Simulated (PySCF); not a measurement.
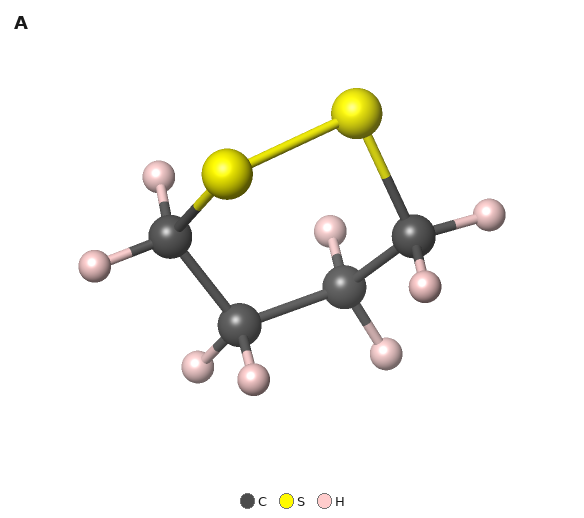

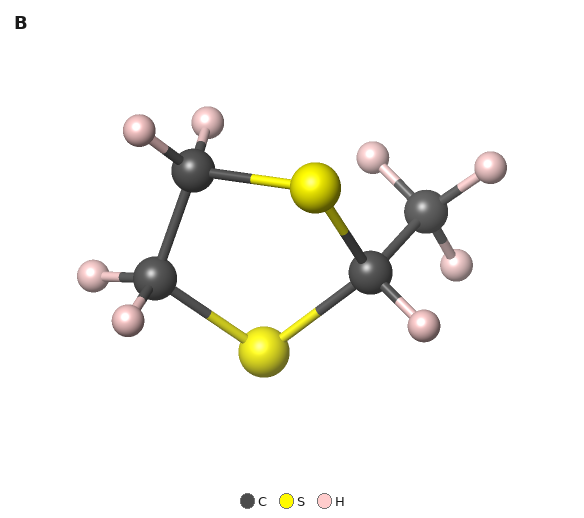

2 stationary structures of one formula. Geometries: GFN2-xTB. Electronic energies: PBE0/pcSseg-1 (PySCF 2.14.0), without zero-point energy. No frequency run is at hand to confirm each as a minimum.

Question: Rank them by energy, lowest first.

Answer: A is lowest; B lies 5.4 kcal/mol above it. A is `C1CCSSC1`, B is `CC1SCCS1`.
